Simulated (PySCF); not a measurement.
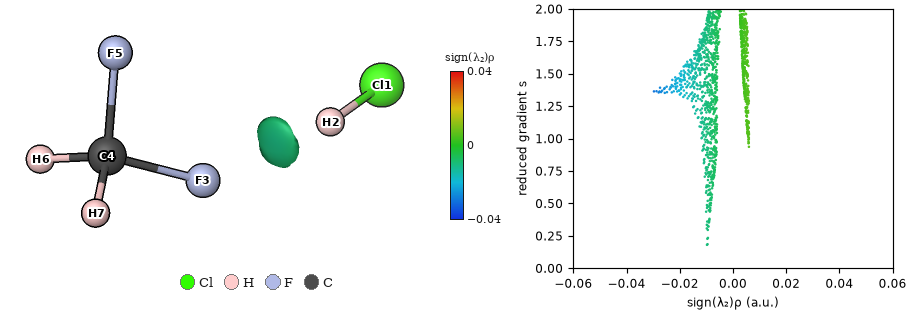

Figure. CH3ClF2, SMILES `Cl.FCF`. Non-covalent interaction surfaces between the fragments (reduced density gradient s = 0.6, coloured by sign(λ₂)ρ in a.u.; trimmed to the region between the fragments where ρ is under 0.06 a.u.). Fragment A: HCl (atoms 1–2); fragment B: H2CF2. The plot gives s against sign(λ₂)ρ for grid points between the fragments.

Method: r2SCAN/def2-SVP; geometry: GFN2-xTB; program: PySCF. GFN2-xTB bond lengths at metals and heavier atoms can be off by up to 0.1 Å and shapes distorted, which carries into these values.

Input script:

```python
import numpy as np
from pyscf import gto, scf, dft
from pyscf.scf import atom_ks, atom_hf
from scipy.linalg import block_diag
from pyscf.dispersion import dftd3

def solve(mol, dm0=None, hcore=None):
    mf = (dft.UKS if mol.spin else dft.RKS)(mol, xc='r2scan')
    mf.grids.level = 3
    mf = mf.density_fit(auxbasis='def2-universal-jkfit')
    mf.conv_tol, mf.max_cycle = 1e-8, 80
    if hcore is not None:
        mf.get_hcore = lambda *args: hcore
    mf.kernel(dm0)
    if not mf.converged:
        mf = mf.newton().run(mf.mo_coeff, mf.mo_occ, max_cycle=30)
    assert mf.converged, 'SCF not converged'
    return mf

mol = gto.M(atom='''
Cl    -2.55931     0.12024     0.03669
H     -1.35946    -0.20473    -0.24739
F      0.83800    -0.73505    -0.21371
C      2.06118    -0.36278     0.22023
F      2.22720     0.93234    -0.08636
H      2.09608    -0.48095     1.31134
H      2.81783    -0.95728    -0.30847
''', basis='def2-svp', charge=0, spin=0, verbose=4)
mol_a = gto.M(atom='''
Cl    -2.55931     0.12024     0.03669
H     -1.35946    -0.20473    -0.24739
ghost-F      0.83800    -0.73505    -0.21371
ghost-C      2.06118    -0.36278     0.22023
ghost-F      2.22720     0.93234    -0.08636
ghost-H      2.09608    -0.48095     1.31134
ghost-H      2.81783    -0.95728    -0.30847
''', basis='def2-svp', charge=0, spin=0, verbose=4)
mol_b = gto.M(atom='''
ghost-Cl    -2.55931     0.12024     0.03669
ghost-H     -1.35946    -0.20473    -0.24739
F      0.83800    -0.73505    -0.21371
C      2.06118    -0.36278     0.22023
F      2.22720     0.93234    -0.08636
H      2.09608    -0.48095     1.31134
H      2.81783    -0.95728    -0.30847
''', basis='def2-svp', charge=0, spin=0, verbose=4)
ab, a, b = solve(mol), solve(mol_a), solve(mol_b)
e_int = ab.e_tot - a.e_tot - b.e_tot
print('counterpoise-corrected interaction energy / kcal/mol', e_int * 627.5095)
def disp(atoms, charge):
    m = gto.M(atom=atoms, charge=charge, basis='sto-3g', spin=None, unit='Bohr', verbose=0)
    return dftd3.DFTD3Dispersion(m, xc='r2scan', version='d3bj').get_dispersion()['energy']
e_disp = disp(mol._atom, mol.charge) - disp(mol._atom[:2], mol_a.charge) - disp(mol._atom[2:], mol_b.charge)
print('D3(BJ) part / kcal/mol', e_disp * 627.5095)
# spherically averaged free atoms, for the promolecule
atm = atom_ks.get_atm_nrks(mol, xc='r2scan')
pro = block_diag(*[(atm[a[0]][2] * atm[a[0]][3]) @ atm[a[0]][2].T for a in mol._atom])
np.savez('result.npz', e_int=e_int, e_disp=e_disp, dm_a=a.make_rdm1(), dm_b=b.make_rdm1(), c=ab.mo_coeff, occ=ab.mo_occ, eps=ab.mo_energy, pro=pro, d=[f.dip_moment(verbose=0) for f in (ab, a, b)])
```

Launched as:

```sh
OMP_NUM_THREADS=1 python input.py
```

The run took 32 s on 1 thread of Intel(R) Xeon(R) Processor (shared host), peak memory 0.37 GiB.

Partitions, critical points and surface values were worked out afterwards from this run's density.

Q: Interpret the surfaces between the fragments.

A: Bond critical points between the fragments: H2···F3, hydrogen bond, 2.26 Å, ρ = 0.010 a.u. It is weak and appears green, as weak hydrogen bonds do. The pose is a local one from a semi-empirical search, not shown to be the most stable.

Q: How strongly are they bound?

A: The counterpoise-corrected interaction energy of the frozen fragments is −2.0 kcal/mol without dispersion correction and −2.2 kcal/mol with D3(BJ). The pair geometry is semi-empirical, not a minimum at this level.
